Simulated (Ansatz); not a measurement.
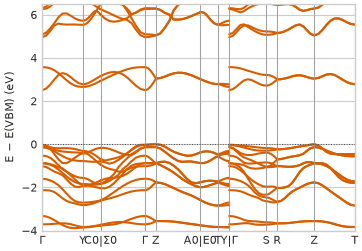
Figure. Band structure from plane-wave PAW r²SCAN+D4 (Ansatz code)

Question: Read off the gap and where the band edges lie.

Answer: About 2.5 eV (2.51 eV by a search for the band edges); maximum on the Γ–Z line, 78 % of the way from Γ, minimum at Γ.

The material is HgIBr in space group Cmc2_1 (No. 36; Hg on 4a, I on 4a, Br on 4a).

The first step of the workflow began from a Materials Project structure, measured or hypothetical; the Crystallography Open Database copy checked does not list it. Its standing as an ambient phase is unchecked. Symmetry was held in the r²SCAN+D4 relaxation; its stability against distortions is not shown here. Scalar-relativistic: spin–orbit coupling is off unless named, which matters more the heavier the elements.

Potentials: the later of the program's two PAW sets.
